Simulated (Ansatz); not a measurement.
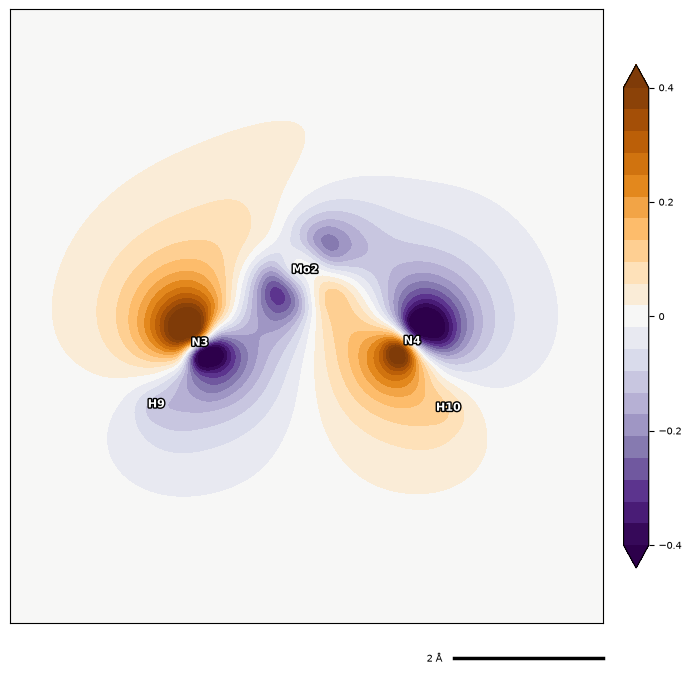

*CH₆MoN₂O (SMILES [CH3][Mo](=[NH])(=[NH])[OH]). The HOMO−1 on the plane of atoms N3, Mo2 and N4 (values in Å⁻³ᐟ²; the overall sign is arbitrary).*

Geometry: PBE0-D4/def2-SVP; core potentials replace the inner electrons of Mo.

Theory: Ansatz, isolated molecule in a Gaussian basis; Kohn-Sham density functional theory, functional PBE0.

The calculation's input:

```
basis:
  gaussian:
    orbitals: def2-TZVPD
crystal:
  periodic: [false, false, false]
  atoms:
    - symbol: C
      position_ang: [-2.051861, 2.130234, 1.344659]
    - symbol: Mo
      position_ang: [-0.290079, 1.446320, 0.406433]
    - symbol: N
      position_ang: [0.477955, 2.891839, -0.125924]
    - symbol: N
      position_ang: [-0.865330, 0.507653, -0.921331]
    - symbol: O
      position_ang: [0.770027, 0.455890, 1.614834]
    - symbol: H
      position_ang: [-2.634349, 1.257627, 1.682007]
    - symbol: H
      position_ang: [-2.674952, 2.734240, 0.669856]
    - symbol: H
      position_ang: [-1.765629, 2.747454, 2.211806]
    - symbol: H
      position_ang: [0.912510, 3.562532, -0.753723]
    - symbol: H
      position_ang: [-0.971709, 0.326920, -1.917625]
    - symbol: H
      position_ang: [0.924162, -0.492508, 1.549962]
output: {forces: true, orbitals: {seedname: orbitals}}
hamiltonian:
  xc: {name: PBE0}
```

Run with:

```sh
ansatz run input.yaml --threads 2 --pin off --max-ram 5220MiB --events-out events.jsonl --progress --plain --runs-dir runs
```

Describe this orbital and give its energy.

Answer. Its weight (Hirshfeld) is mainly on N3 (about 30 %), N4 (about 25 %), Mo2 (about 20 %) and C1 (about 15 %). Its energy is −7.80 eV.
